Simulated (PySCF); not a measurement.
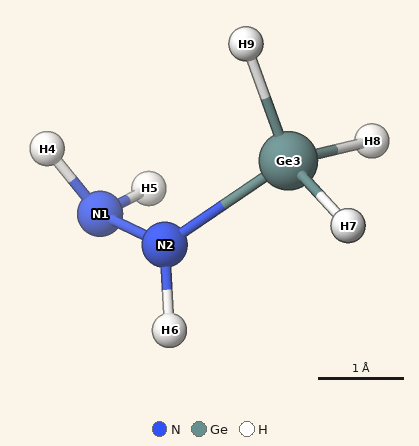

*The structure as given in the input (ball-and-stick view, seen at a tilt; atoms are numbered from 1 in the order of the input). Sticks mark near contacts.*

Bond lengths as drawn: Ge–H 1.54 to 1.55 Å, Ge–N 1.84 Å, H–N 1.01 to 1.02 Å and N–N 1.40 Å.

**Core-level calculation, with input and output: GeN2H6**

The run: core-level calculation of GeN2H6, SMILES N[NH][GeH3]. Method and program: delta-SCF UKS SCAN, pcX-2 on the ionised atom, pcseg-1 elsewhere, spin-free X2C (PySCF 2.14.0).

Figures and captions count atoms from 1; the log counts them from 0 in places.

Log
```
ground state, core basis on atom 0 (N), 116 functions
  cycle   1  E = -2206.99483591  |g| = 4.03e-01
  cycle   2  E = -2206.92409470  |g| = 6.72e-01
  cycle   3  E = -2207.03065304  |g| = 7.37e-02
  cycle   4  E = -2207.03199903  |g| = 2.34e-02
  cycle   5  E = -2207.03209725  |g| = 1.12e-02
  cycle   6  E = -2207.03212242  |g| = 2.02e-03
  cycle   7  E = -2207.03212497  |g| = 5.91e-04
  cycle   8  E = -2207.03212246  |g| = 6.96e-05
  E(ground) = -2207.16780676 Eh
hole in N 1s of atom 0
  cycle   1  E = -2191.43087369  |g| = 1.85e+00
  cycle   2  E = -2190.46178204  |g| = 2.23e+00
  cycle   3  E = -2192.03718042  |g| = 4.43e-01
  cycle   4  E = -2192.09645091  |g| = 2.23e-01
  cycle   5  E = -2192.11664740  |g| = 8.46e-02
  cycle   6  E = -2192.11952717  |g| = 1.24e-02
  cycle   7  E = -2192.11961980  |g| = 3.68e-03
  cycle   8  E = -2192.11962690  |g| = 1.33e-03
  cycle   9  E = -2192.11963011  |g| = 5.35e-04
  cycle  10  E = -2192.11962913  |g| = 1.53e-04
  E(ion) = -2192.25431171 Eh   <S^2> = 0.7680   hole on atom = 1.000   binding energy = 405.817 eV
ground state, core basis on atom 1 (N), 116 functions
  cycle   1  E = -2207.03498222  |g| = 7.65e-02
  cycle   2  E = -2207.03485703  |g| = 3.65e-02
  cycle   3  E = -2207.03485516  |g| = 3.66e-02
  cycle   4  E = -2207.03512154  |g| = 3.70e-03
  cycle   5  E = -2207.03512548  |g| = 1.24e-03
  cycle   6  E = -2207.03512467  |g| = 1.51e-04
  E(ground) = -2207.17015547 Eh
hole in N 1s of atom 1
  cycle   1  E = -2191.44333382  |g| = 1.86e+00
  cycle   2  E = -2190.59954694  |g| = 2.21e+00
  cycle   3  E = -2192.08832982  |g| = 4.28e-01
  cycle   4  E = -2192.14257969  |g| = 1.52e-01
  cycle   5  E = -2192.15103889  |g| = 6.01e-02
  cycle   6  E = -2192.15263916  |g| = 7.38e-03
  cycle   7  E = -2192.15267487  |g| = 2.53e-03
  cycle   8  E = -2192.15267843  |g| = 1.26e-03
  cycle   9  E = -2192.15268212  |g| = 4.92e-04
  E(ion) = -2192.28757660 Eh   <S^2> = 0.7695   hole on atom = 1.000   binding energy = 404.976 eV
```

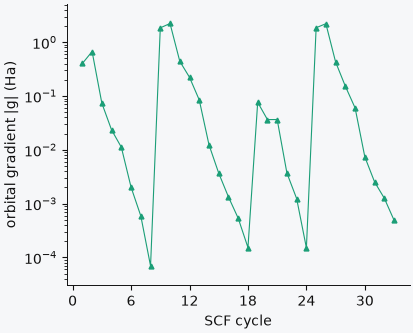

*Convergence of the self-consistent field: orbital gradient |g| against the SCF cycle.*

All cycles printed in the log are drawn one after another.

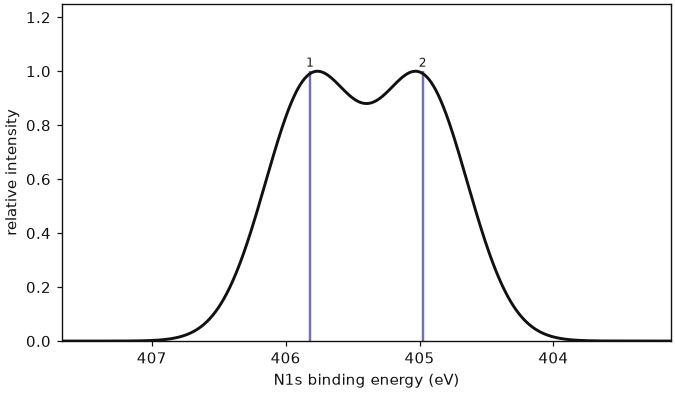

*N1s binding energies by ΔSCF of the atoms computed, labelled by atom number, with a Gaussian envelope of 0.8 eV full width.*

They run from 404.98 eV (atom 2) to 405.82 eV (atom 1).

The run was set up as follows.

The input
```
{"job": {"kind": "xps"}, "charge": 0, "multiplicity": 1}
N     -1.498713    -0.107891    -0.055276
N     -0.259722    -0.685484    -0.348652
Ge     1.301020     0.043351     0.287034
H     -1.782837    -0.356566     0.890481
H     -1.484578     0.911857    -0.121218
H     -0.248772    -1.083537    -1.281657
H      2.470648    -0.722278    -0.356514
H      1.404210     1.556182    -0.042044
H      1.311533    -0.105989     1.821150
```

The first line tells a small driver script what to run in PySCF; the rest is the geometry in Å.

Launch command:
```bash
OMP_NUM_THREADS=1 python <driver script> task.json out
```

Results in brief

| quantity | value |
| --- | --- |
| outcome | converged |
| hardware | 1 CPU thread, shared host |
| wall time | 6.5 s |
| peak memory | 0.44 GiB |
